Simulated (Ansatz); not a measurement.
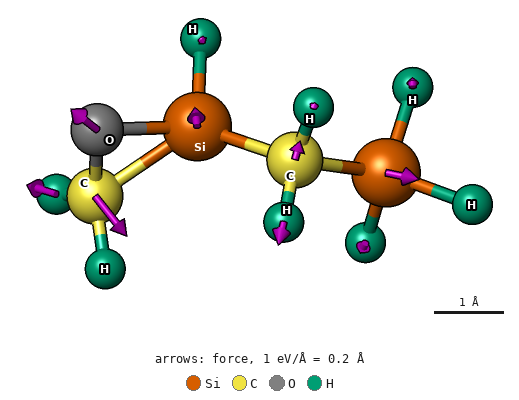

Starting geometry of C₂H₈OSi₂ (coarse preliminary run) with the computed forces as purple arrows. Style: ball-and-stick. Shown from a free direction.

The start comes from a force field.

All numbers below come from RKS PBE-D4/def2-SVP (Ansatz).

Input file:
```yaml
crystal:
  periodic: [false, false, false]
  atoms:
    - {symbol: Si, position_ang: [-1.005900, 1.262500, 1.148900]}
    - {symbol: C, position_ang: [-0.128100, 0.981900, -0.421800]}
    - {symbol: Si, position_ang: [0.859900, -0.482400, -0.104100]}
    - {symbol: C, position_ang: [0.622500, -2.049500, -0.979700]}
    - {symbol: O, position_ang: [1.550700, -1.168200, -1.462800]}
    - {symbol: H, position_ang: [-0.135900, 1.620000, 2.263400]}
    - {symbol: H, position_ang: [-1.920300, 2.480400, 0.959000]}
    - {symbol: H, position_ang: [-1.861800, 0.158900, 1.494100]}
    - {symbol: H, position_ang: [-0.814500, 0.835700, -1.209000]}
    - {symbol: H, position_ang: [0.492800, 1.850900, -0.665600]}
    - {symbol: H, position_ang: [1.900600, -0.465700, 1.008900]}
    - {symbol: H, position_ang: [-0.359900, -2.115200, -1.510200]}
    - {symbol: H, position_ang: [0.820600, -2.944100, -0.506100]}
basis:
  gaussian: {orbitals: def2-SVP}
hamiltonian: {xc: pbe, dispersion: d4}
relax: {f_tol: 0.03, max_steps: 200}
```

Run as
```bash
ansatz run in.yaml --threads 4 --pin off --events-out ev --progress --plain --max-ram 10444MiB
```

Is this structure relaxed? If not, where do the atoms go?

Answer. It isn't relaxed: the largest force vector, on C4, is 3.87 eV/Å. The final displacements have little in common with the starting forces (cosine between the two patterns 0.12). After 14 accepted moves (15 points after the start) the energy has fallen by 80.8 kJ/mol. The largest force component goes from 3.7 to 0.018 eV/Å. The line search rejected the trial step at point 4 of the run. The forces were under the threshold at step 6, but the run went on from there. H11 moves most after the best rigid fit: 0.58 Å. Largest moves by element: H 0.58 Å, O 0.36 Å, Si 0.29 Å, C 0.25 Å. Some distances before and after: Si1–Si3 2.845 → 3.162 Å, C4–O5 1.368 → 1.480 Å, Si1–C2 1.821 → 1.899 Å, C4–H13 1.031 → 1.109 Å. Bond angles that change, for instance: O5–C4–H13 126.2° → 113.7°, Si1–C2–Si3 103.8° → 114.0°, Si3–C4–H12 113.3° → 121.4°. Groups turn about C2–Si3 by about 25°.
